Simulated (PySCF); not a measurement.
**ReCl3: triplet, from a PBE minimum start**

The task is one start of a wider search on ReCl3: the triplet, from a PBE minimum start. It is relaxed, tested by its Hessian and followed downhill if it is a saddle.

Method: B3LYP, basis Re def2-SVP with ECP60, Cl def2-SVP, scalar-relativistic core potentials, no spin–orbit coupling, density fitting; program: PySCF 2.14.0.

## 1. Where the work starts

4 atoms, charge 0, spin multiplicity 3.

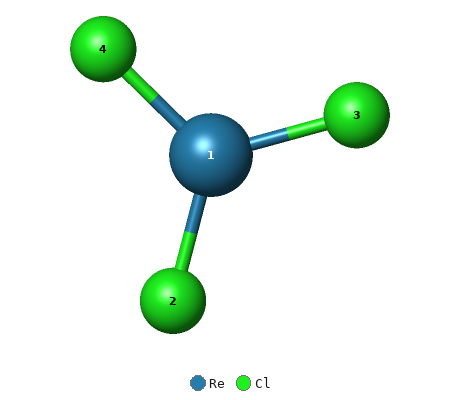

As it starts; rhenium blue, chlorine green; atoms are numbered from 1 in the order of the file.

Z-matrix (Å, degrees; charge 0 multiplicity 3):
```
Re
Cl 1 2.2142
Cl 1 2.2142 2 120.00
Cl 1 2.2142 2 120.00 3 180.00
```

## 2. Finding the electronic state

One driver script runs all steps and calls PySCF; scf.py shows how it sets up the SCF of each step. The optimiser is the driver's own. After this first run the driver tries any further starts and a stability analysis.

scf.py reads:

```python
from pyscf import gto, scf, dft
mol = gto.M(atom='''
Re    -0.000000     0.000000     0.000000
Cl    -0.000030     0.000000     2.214180
Cl     1.917550    -0.000000    -1.107060
Cl    -1.917520     0.000000    -1.107110''',
    basis={'Re': 'def2-SVP', 'Cl': 'def2-SVP'},
    ecp={'Re': 'def2-SVP'},
    charge=0, spin=2)
mf = dft.UKS(mol, xc='B3LYP')
mf.grids.atom_grid = (50, 194)
aux = {'Re': 'def2-universal-JKFIT', 'Cl': 'def2-universal-JKFIT'}
mf = mf.density_fit(auxbasis=aux)
mf.conv_tol = 1e-08
mf.diis_space = 10
mf.max_cycle = 60
mf.init_guess = 'minao'
mf.verbose = 4
mf.kernel()
```

On the command line:

```
> OMP_NUM_THREADS=4 python axn.py task.json out
```

Output:

```text
init E= -1446.5058578156
[... the frontier-level lines of each cycle are left out ...]
cycle= 1 E= -1458.54136649345  delta_E=  -12  |g|= 0.279  |ddm|= 5.56
cycle= 2 E= -1458.49239142909  delta_E= 0.049  |g|= 0.417  |ddm|= 0.93
cycle= 3 E= -1458.57180678682  delta_E= -0.0794  |g|= 0.189  |ddm|= 0.667
cycle= 4 E= -1458.5906222662  delta_E= -0.0188  |g|= 0.0268  |ddm|= 0.209
cycle= 5 E= -1458.59108840851  delta_E= -0.000466  |g|= 0.00268  |ddm|= 0.0409
cycle= 6 E= -1458.59110645434  delta_E= -1.8e-05  |g|= 0.000916  |ddm|= 0.0109
cycle= 7 E= -1458.59110774766  delta_E= -1.29e-06  |g|= 0.000283  |ddm|= 0.00266
cycle= 8 E= -1458.59110790644  delta_E= -1.59e-07  |g|= 5.71e-05  |ddm|= 0.00112
cycle= 9 E= -1458.59110790857  delta_E= -2.13e-09  |g|= 5.47e-05  |ddm|= 0.000192
Extra cycle  E= -1458.59110790547  delta_E= 3.1e-09  |g|= 9e-05  |ddm|= 0.000188
converged SCF energy = -1458.59110790547  <S^2> = 2.0104839  2S+1 = 3.0069812
```

This step, with its further starts and checks, needed 18 s of wall time on 4 threads of Intel Xeon at 2.70GHz, shared host.

The starts that the driver tried:

| start | energy (Eh) |
| --- | --- |
| the minimal-basis guess | -1458.591108 |
| a thermally smeared density | -1458.591108 |
| a smeared PBE density | -1458.591108 |

The test of internal stability and the other starts found no lower solution of this spin.

## 3. Relaxing the triplet from the PBE minimum start

The program finds D3h symmetry in the start, which this walk keeps.

Edit scf.py of step 2 so:

```diff
@@ -3,4 +3,4 @@
-Re    -0.000000     0.000000     0.000000
-Cl    -0.000030     0.000000     2.214180
-Cl     1.917550    -0.000000    -1.107060
-Cl    -1.917520     0.000000    -1.107110''',
+Re     0.000000     0.000000    -0.000000
+Cl    -0.000029     0.000000     2.214178
+Cl     1.917549     0.000000    -1.107063
+Cl    -1.917519     0.000000    -1.107114''',
@@ -17 +16,0 @@
-mf.init_guess = 'minao'
```

Steps of the walk:

| step | energy (Eh) | change (kJ/mol) | largest symmetric gradient (Eh/bohr) |
| --- | --- | --- | --- |
| 0 | -1458.591108 | 0.00 | 0.00331 |
| 1 | -1458.591179 | -0.19 | 0.00042 |
| 2 | -1458.591179 | -0.19 | 0.00001 |

The walk took 13 s.

Positions (Å) and forces (eV/Å) along the way:

```
step 0
Re   0.000   0.000   0.000   0.000   0.000   0.002
Cl   0.000   0.000   2.214   0.000   0.000   0.169
Cl   1.918   0.000  -1.107   0.148   0.000  -0.085
Cl  -1.918   0.000  -1.107  -0.148   0.000  -0.085
step 1
Re   0.000   0.000   0.000   0.000   0.000   0.002
Cl   0.000   0.000   2.221   0.000   0.000   0.020
Cl   1.924   0.000  -1.111   0.019   0.000  -0.011
Cl  -1.924   0.000  -1.111  -0.019   0.000  -0.011
step 2
Re   0.000   0.000   0.000   0.000   0.000   0.002
Cl   0.000   0.000   2.222   0.000   0.000  -0.001
Cl   1.924   0.000  -1.111   0.001   0.000   0.000
Cl  -1.924   0.000  -1.111  -0.001   0.000   0.000
```

After 2 steps and 0.2 kJ/mol it ends at D3h: Re–Cl 2.222 Å (×3); Cl–Re–Cl 120.0° (×3).

## 4. Is it a minimum? Harmonic modes

The point is checked on the finer grid, and tightened if its gradient asks for it. The Hessian and the dipole derivatives come from central differences of analytic gradients, with steps of 0.02 bohr.

Edit scf.py of step 3 so:

```diff
@@ -4,3 +4,3 @@
-Cl    -0.000029     0.000000     2.214178
-Cl     1.917549     0.000000    -1.107063
-Cl    -1.917519     0.000000    -1.107114''',
+Cl    -0.000030     0.000000     2.222122
+Cl     1.924429     0.000000    -1.111035
+Cl    -1.924399     0.000000    -1.111087''',
@@ -11 +11 @@
-mf.grids.atom_grid = (50, 194)
+mf.grids.atom_grid = (75, 302)
@@ -14 +14 @@
-mf.conv_tol = 1e-08
+mf.conv_tol = 1e-10
```

The driver hands on the density of the step before, so the log starts near convergence.

Log of the central SCF (cycles and frontier levels):

```text
init E= -1458.5912388569
[... the frontier-level lines of each cycle are left out ...]
cycle= 1 E= -1458.59123885691  delta_E= -1.77e-11  |g|= 1.97e-06  |ddm|= 1.62e-05
Extra cycle  E= -1458.59123885692  delta_E= -5.91e-12  |g|= 3.81e-06  |ddm|= 1.52e-05
converged SCF energy = -1458.59123885692  <S^2> = 2.0107243  2S+1 = 3.007141
```

The whole step took 50 s.

Geometry: D3h; Re–Cl 2.222 Å (×3); Cl–Re–Cl 120.0° (×3).

Harmonic modes (main isotopes):

| symmetry | ω (cm⁻¹) | IR (km/mol) |
| --- | --- | --- |
| a2'' | 59 | 0.0 |
| e' | 105 | 0.1 |
| a1' | 404 | 0.0 |
| e' | 429 | 112 |

All wavenumbers are real: a minimum.

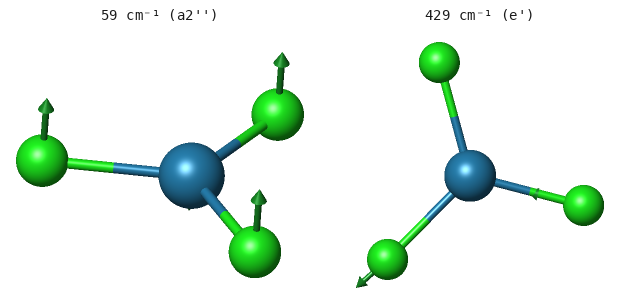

Displacements of 2 of the modes, as arrows (one member where a mode is degenerate).

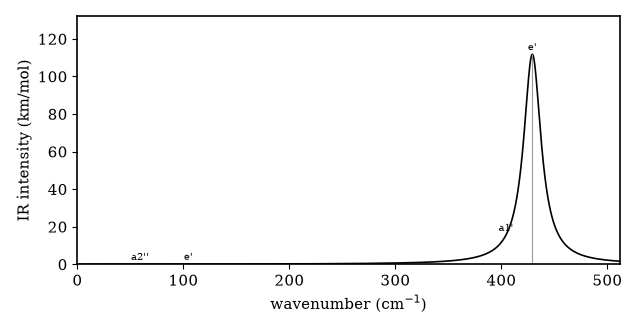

The harmonic infrared spectrum (widths in cm⁻¹). Lines are broadened to a width of 20 cm⁻¹ (Lorentzian).

Properties at this point:

| Quantity | Value |
| --- | --- |
| Dipole moment | 0.00 D |
| Highest occupied level | -5.83 eV |
| Lowest empty level | -3.88 eV |
| Rotational constants | 0.06509, 0.06509, 0.03254 cm⁻¹ |
| Zero-point energy | 9.2 kJ/mol |
| Principal polarisabilities | 53.0, 79.0, 79.0 bohr³ |
| Atomisation energy without zero-point energy | 981 kJ/mol |
| Principal traceless quadrupole moments about the centre of mass | -3.85, 1.93, 1.93 D Å |
| Entropy at 298.15 K and 1 bar (electronic part: spin only) | 352.7 J/(mol K) |
| Heat capacity Cp at 298.15 K | 75.7 J/(mol K) |
| Enthalpy at 298.15 K above 0 K | 18.15 kJ/mol |
| Rotational symmetry number | 6 |
| Spin squared ⟨S²⟩ | 2.011 |

Populations by atom (charges in e):

```
   atom  Mulliken  Löwdin  polar tensor  spin (Mulliken)  Mayer order to Re1
    Re1      0.42   -0.65          1.05             1.86                   –
Cl2,3,4     -0.14    0.22         -0.35             0.05                1.30
```

Mulliken populations on Re1 (outside its core potential): s 2.82, p 6.31, d 5.39, f 0.06.

## 5. What came out

| quantity | value |
| --- | --- |
| minimum | triplet, D3h |
| geometry | Re–Cl 2.222 Å (×3); Cl–Re–Cl 120.0° (×3) |
| wavenumbers (cm⁻¹) | 59 (a2''), 105 (e'), 404 (a1'), 429 (e') |
| dipole moment | 0.00 D |
| highest occupied, lowest empty level (either spin) | -5.83, -3.88 eV |
| polar-tensor charge of Re1 | +1.05 e |
| zero-point energy | 9.2 kJ/mol |
| entropy at 298.15 K | 352.7 J/(mol K) |
| atomisation energy (no zero-point energy) | 981 kJ/mol |
| ⟨S²⟩ | 2.011 |

**Reading.** The PBE minimum start keeps its D3h symmetry and ends in a minimum. The strongest infrared band lies at 429 cm⁻¹ (e', stretch). Re1 has a polar-tensor charge of +1.1 e (a dipole derivative, not a static charge), yet symmetry cancels the bond dipoles. Most of the spin sits on Re1 (Mulliken spin 1.86, against 2 for the whole molecule). Only this shape and spin were tried, so other structures or states may lie lower. One determinant may miss the lowest occupation of an open d or f shell. Spin–orbit coupling, left out here, can matter for elements this heavy.

The search up to here took 82 s.
